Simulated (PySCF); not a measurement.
| atom | x (Å) | y (Å) | z (Å) |
| --- | --- | --- | --- |
| N | 2.2475 | 1.0954 | 0.3118 |
| C | 1.8603 | 0.0110 | -0.1684 |
| C | 0.6308 | -0.7914 | 0.2851 |
| C | -0.2880 | -0.9028 | -0.8599 |
| C | -1.4857 | -0.0692 | -0.6145 |
| C | -1.1229 | 0.6349 | 0.7034 |
| O | -0.0801 | -0.1166 | 1.3044 |
| H | 1.7026 | 1.4209 | 1.1112 |
| H | 2.3979 | -0.4077 | -1.0115 |
| H | 0.9888 | -1.7498 | 0.6910 |
| H | -0.0536 | -1.4024 | -1.7762 |
| H | -1.6927 | 0.6446 | -1.4173 |
| H | -2.3827 | -0.6920 | -0.5003 |
| H | -1.9467 | 0.6735 | 1.4178 |
| H | -0.7799 | 1.6598 | 0.5014 |

Geometry: GFN2-xTB.

Method: PySCF, UKS B3LYP, pcH-1 on C H N O, non-relativistic, mean-field spin-orbit, GIAO.

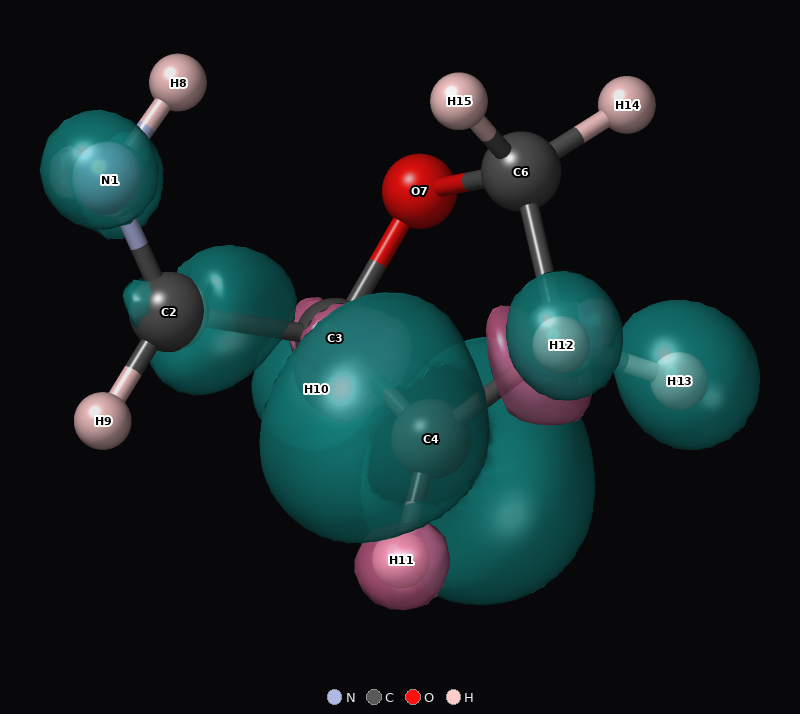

C₅H₈NO (doublet). Isosurfaces of the spin density at +0.015 (teal) and −0.015 e/Å³ (pink), seen at a tilt.

> Which atoms carry the spin?

The unpaired spin (1 electron) lies mostly on C4 (about 0.7), in electrons by Hirshfeld's partition.
